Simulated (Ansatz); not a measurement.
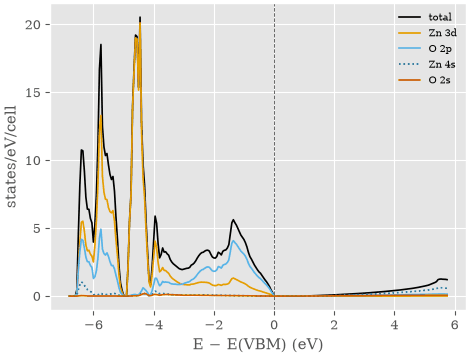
*Total and projected density of states of ZnO (wurtzite, space group No. 186), plane-wave PAW LDA (Ansatz code)*

Question: Which orbitals carry the states next to the gap?

Answer: Top 1 eV of the valence band: O 2p 76 %, Zn 3d 22 %. Bottom 1 eV of the conduction band: Zn 4s 54 %, O 2s 23 %, O 2p 20 %. Projections are on Löwdin-orthogonalised atomic valence shells; empty p or d shells of many metals are not among them.

Question: Where is the tallest occupied peak in this window, and what makes it?

Answer: Near -4.4 eV, about 21 states/eV per cell; the largest projected share is Zn 3d.

Space group P6_3mc (wurtzite). The cell was relaxed with LDA under the symmetry of its start.

Potentials: the earlier of the program's two PAW sets. The files were generated under PBE; for other functionals the program regenerates the frozen cores, and for LDA and PBEsol the local potential too.
